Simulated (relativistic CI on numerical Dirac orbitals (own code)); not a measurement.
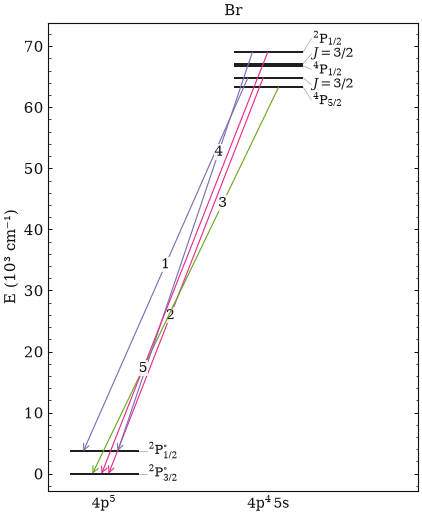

**Figure 1.** Levels of the Br atom with 5 numbered transitions. Rates are at computed energies, in the length gauge.

| No. | Upper | Lower | Type | λ (vacuum) | A (s⁻¹) |
| --- | --- | --- | --- | --- | --- |
| 1 | 4p⁴ 5s [(4p₃/₂)² 5s] J = 3/2 | 4p⁵ ²P°₁/₂ | E1 | 163.6 nm | 2.2×10⁷ |
| 2 | 4p⁴ 5s [(4p₃/₂)² 5s] J = 3/2 | 4p⁵ ²P°₃/₂ | E1 | 154.3 nm | 2.7×10⁸ |
| 3 | 4p⁴ 5s ⁴P₅/₂ | 4p⁵ ²P°₃/₂ | E1 | 158.1 nm | 5.3×10⁶ |
| 4 | 4p⁴ 5s ²P₁/₂ | 4p⁵ ²P°₁/₂ | E1 | 153.1 nm | 4.0×10⁸ |
| 5 | 4p⁴ 5s ²P₁/₂ | 4p⁵ ²P°₃/₂ | E1 | 144.9 nm | 3.0×10⁸ |

Line 4 has the largest rate; it falls in the vacuum ultraviolet region.

## Br: relativistic CI calculation

System: Br.
Method: Dirac-Coulomb-Breit CI, KLI orbitals optimised for each configuration, model QED (radiative potential, 1s self-energy scaled to tabulated hydrogen-like ionisation energies), valence Slater integrals scaled by 0.85, configuration energies shifted to the measured levels that pair with them (semi-empirical) (relativistic CI on numerical Dirac orbitals, in-house).

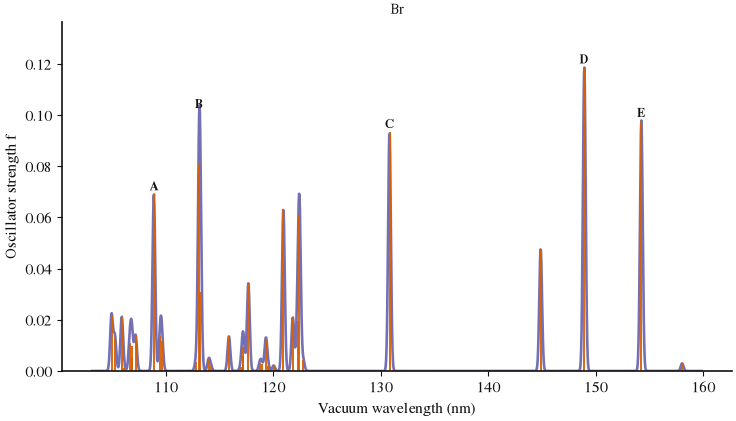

**Figure 2.** Absorption lines from the lowest level (oscillator strengths f) for Br I (neutral bromine). The envelope is a Gaussian of full width 0.3 nm, scaled to the tallest stick. A: 4p⁴ 5d J = 5/2 (even, mixed, level 100) ← 4p⁵ ²P°₃/₂, 108.9 nm, f = 0.069; B: 4p⁴ 5d J = 5/2 (even, mixed, level 63) ← 4p⁵ ²P°₃/₂, 113.1 nm, f = 0.081; C: 4p⁴ 5s ²D₅/₂ ← 4p⁵ ²P°₃/₂, 130.8 nm, f = 0.093; D: 4p⁴ 5s [4p₁/₂ (4p₃/₂)³ 5s] J = 3/2 ← 4p⁵ ²P°₃/₂, 149.0 nm, f = 0.12; E: 4p⁴ 5s [(4p₃/₂)² 5s] J = 3/2 ← 4p⁵ ²P°₃/₂, 154.3 nm, f = 0.098. The strongest, D, lies in the vacuum ultraviolet region.

These pictures come from the run below.

**Input**
```
atom Br  Z=35  charge=0  electrons=35
nucleus A=79  rms_radius_fm=4.1629
hamiltonian dirac-coulomb  breit=on  qed=on  c_scale=1
orbitals kli  potential=per-configuration
slater_scale 0.85
correlation fit
mixing on
configurations
  [Ar] 3d10 4s2 4p5
  [Ar] 3d10 4s2 4p4 5s
  [Ar] 3d10 4s2 4p4 5p
  [Ar] 3d10 4s2 4p4 4d
  [Ar] 3d10 4s 4p6
  [Ar] 3d10 4s2 4p4 6s
  [Ar] 3d10 4s2 4p4 6p
  [Ar] 3d10 4s2 4p4 5d
  [Ar] 3d10 4s2 4p3 4d2
  [Ar] 3d10 4s2 4p4 4f
  [Ar] 3d10 4s2 4p4 6d
  [Ar] 3d10 4s2 4p4 5f
  [Ar] 3d10 4s2 4p4 5g
  [Ar] 3d10 4s2 4p4 6f
end
```

Launched within a batch (the task file carries these settings):
```bash
python <driver script> task.json out
```

The program writes its results to a structured record and prints no log; tables and figures of this report are taken from that record.

**The lowest 30 levels**

```
Configuration                           Level  E (eV)  LS purity (%)  Landé g  Lifetime (s; – stable or not computed)
          4p⁵                          ²P°₃/₂       0             99    1.334                                       –
          4p⁵                          ²P°₁/₂  0.4570             99    0.666                                 1.1×10⁰
       4p⁴ 5s                           ⁴P₅/₂   7.844             97    1.592                                1.9×10⁻⁷
       4p⁴ 5s           [(4p₃/₂)² 5s] J = 3/2   8.037             55    1.544                                3.4×10⁻⁹
       4p⁴ 5s                           ⁴P₁/₂   8.280             95    2.613                                5.0×10⁻⁸
       4p⁴ 5s     [4p₁/₂ (4p₃/₂)³ 5s] J = 3/2   8.324             55    1.506                                2.5×10⁻⁹
       4p⁴ 5s                           ²P₁/₂   8.557             96    0.725                                1.4×10⁻⁹
       4p⁴ 5p                          ⁴P°₅/₂   9.258             80    1.553                                2.4×10⁻⁸
       4p⁴ 5p        [(4p₃/₂)² 5p₁/₂] J = 3/2   9.301             66    1.675                                2.5×10⁻⁸
       4p⁴ 5p                          ⁴D°₇/₂   9.349             97    1.422                                2.3×10⁻⁸
       4p⁴ 5p                          ²D°₅/₂   9.377             74    1.236                                3.0×10⁻⁸
       4p⁴ 5p        [(4p₃/₂)² 5p₃/₂] J = 1/2   9.397             40    1.850                                2.7×10⁻⁸
       4p⁴ 5s                           ²D₅/₂   9.477             96    1.210                                4.1×10⁻⁹
       4p⁴ 5s                           ²D₃/₂   9.482             94    0.819                                4.3×10⁻⁹
       4p⁴ 5p        [(4p₃/₂)² 5p₃/₂] J = 3/2   9.495             48    1.346                                2.5×10⁻⁸
       4p⁴ 5p                          ⁴P°₁/₂   9.680             57    2.084                                2.6×10⁻⁸
       4p⁴ 5p  [4p₁/₂ (4p₃/₂)³ 5p₃/₂] J = 5/2   9.725             61    1.367                                2.4×10⁻⁸
       4p⁴ 5p                          ⁴D°₃/₂   9.750             69    1.257                                2.4×10⁻⁸
       4p⁴ 5p                          ⁴D°₁/₂   9.771             91    0.158                                2.3×10⁻⁸
       4p⁴ 5p  [4p₁/₂ (4p₃/₂)³ 5p₃/₂] J = 3/2   9.797             48    1.514                                2.5×10⁻⁸
       4p⁴ 4d                           ⁴D₇/₂   9.862             78    1.390                                2.0×10⁻⁷
       4p⁴ 5p            J = 3/2 (odd, mixed)   9.873             43    1.251                                2.7×10⁻⁸
       4p⁴ 4d                           ⁴D₅/₂   9.885             75    1.360                                1.4×10⁻⁷
       4p⁴ 5p            J = 1/2 (odd, mixed)   9.899             53    1.224                                2.8×10⁻⁸
       4p⁴ 4d                           ⁴D₃/₂   9.927             68    1.267                                6.6×10⁻⁸
       4p⁴ 4d                           ⁴D₁/₂   9.974             59    0.651                                6.4×10⁻⁸
       4p⁴ 4d                           ⁴F₉/₂   9.986             97    1.328                                1.4×10⁻⁷
       4p⁴ 4d                           ²F₇/₂   10.05             65    1.167                                1.1×10⁻⁷
       4p⁴ 4d                           ⁴P₁/₂   10.10             63    1.989                                1.7×10⁻⁸
       4p⁴ 4d           J = 5/2 (even, mixed)   10.13             36    1.228                                5.3×10⁻⁹
```

**Summary**

```
           quantity                      value
            outcome                  converged
       lowest level                 4p⁵ ²P°₃/₂
first excited level     4p⁵ ²P°₁/₂, 3,686 cm⁻¹
    levels computed                        406
     SCF iterations                        147
           hardware  1 CPU thread, shared host
          wall time                      1.1 s
```

**Notes**

To bear in mind: shifts are fitted to measured levels, configurations with none paired borrow a shift and can be misplaced by tens of thousands of cm⁻¹; rates and lifetimes follow the computed energies and can be off by orders of magnitude; one shift a configuration: terms inside it, and wavelengths, can be off by thousands of cm⁻¹; only a limited list of configurations is included, so lower levels can be missing; the fine structure of a weakly bound d or f electron outside closed shells is too small or inverted; only lines among the lowest 166 of 406 levels are drawn, so those from 4p⁴ 5f, 4p⁴ 4f, 4p⁴ 6f and 4p⁴ 5g are incomplete.
